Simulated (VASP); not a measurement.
Band structure of AlGa₃As₄ (ordered alloy cell). Computed with PBEsol GGA, VASP's PBE PAW potentials (set 64) (plane waves; VASP).

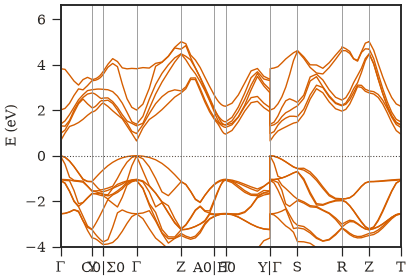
Bands along high-symmetry lines, zero at the valence-band maximum or, without a gap, the Fermi level

**Question.** Read the plot: is there a gap, and where are the band edges?

**Answer.** The gap is direct, 0.65 eV, from the valence maximum at Γ to the conduction minimum at Γ. (Edges off the drawn lines would not show.)

The structure was generated: AlGa3As4 was put into an ordered model structure (Amm2), which need not be its known phase. It was relaxed first.
